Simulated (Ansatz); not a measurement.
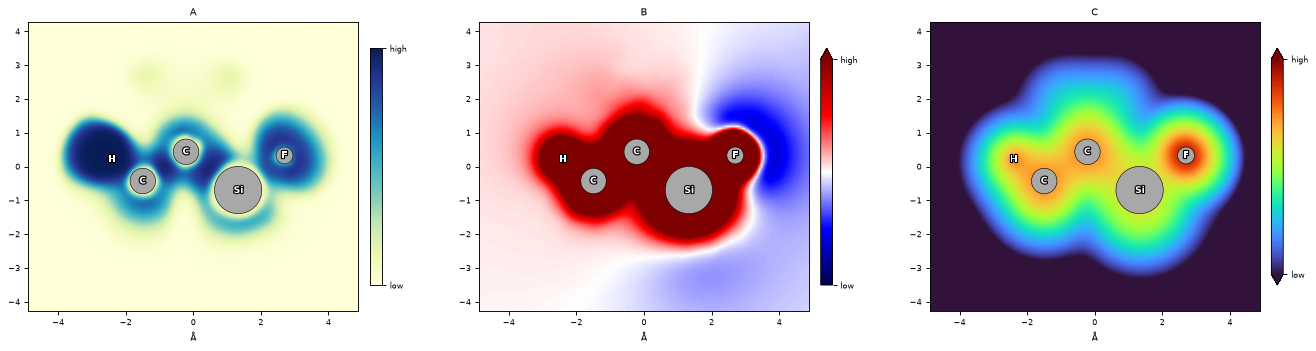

C$_{3}$H$_{9}$FOSi (SMILES CC(C)[SiH](O)F): 3 fields on the plane of atoms C1, C2 and Si4, with unlabelled colour scales. Grey discs cover the atomic cores.

Method: RKS PBE/6-31G in Ansatz 0.2.0.

Match the panels to the quantities (electron density, electron localisation function and electrostatic potential).

Panel A: electron localisation function. Panel B: electrostatic potential (strongly positive close to the atoms, with negative regions outside electron-rich atoms). Panel C: electron density. From the grid: C–C (1.54 Å): ρ is about 1.5 e/Å³ halfway; the ELF peaks at about 0.95 between the atoms (a covalent bond). Si–F (1.72 Å): ρ at the midpoint is about 0.75 e/Å³; the ELF peaks at about 0.80 in the valence shell of F, 0.5 Å from its nucleus, and is about 0.45 at the midpoint.
